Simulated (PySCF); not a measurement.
Bi(Et)(SiH3)2, SMILES [SiH3][Bi]([SiH3])[CH2]C, singlet at its GFN2-xTB optimised geometry (Å):

```
16

Bi    -1.6741     0.0513    -2.0303
C      0.0158     0.7703    -3.4002
C     -0.0555     2.2662    -3.6582
H     -0.0487     0.2259    -4.3415
H      0.9669     0.5189    -2.9366
H      0.0410     2.8210    -2.7260
H     -1.0044     2.5369    -4.1199
H      0.7453     2.5868    -4.3265
Si    -0.3380    -2.1002    -1.3854
H     -0.4077    -3.1047    -2.4479
H     -0.8554    -2.7493    -0.1821
H      1.0800    -1.8458    -1.1523
Si    -0.6549     1.3430     0.0000
H     -1.0657     2.7493     0.0000
H      0.8047     1.3430     0.0000
H     -1.0800     0.8024     1.2894
```

Computed with CAM-B3LYP/def2-TZVP, def2 effective core potentials past Kr run with PySCF 2.14.0. The core electrons that the potentials of Bi replace are not part of the density. Cells within 0.4 Å of a nucleus heavier than hydrogen are left out (blank, or x).

Map of the electrostatic potential (hartree/e), clipped to [-0.08, 0.12] on the plane z = 0.0 Å:

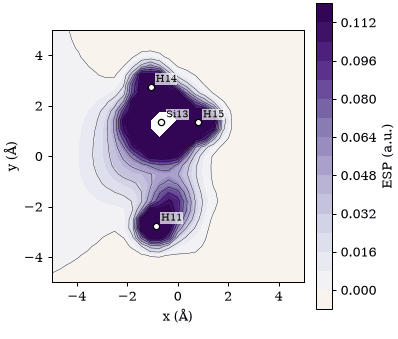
Fig. 1. Electrostatic potential (hartree/e), clipped to [-0.08, 0.12] on the plane z = 0.0 Å.
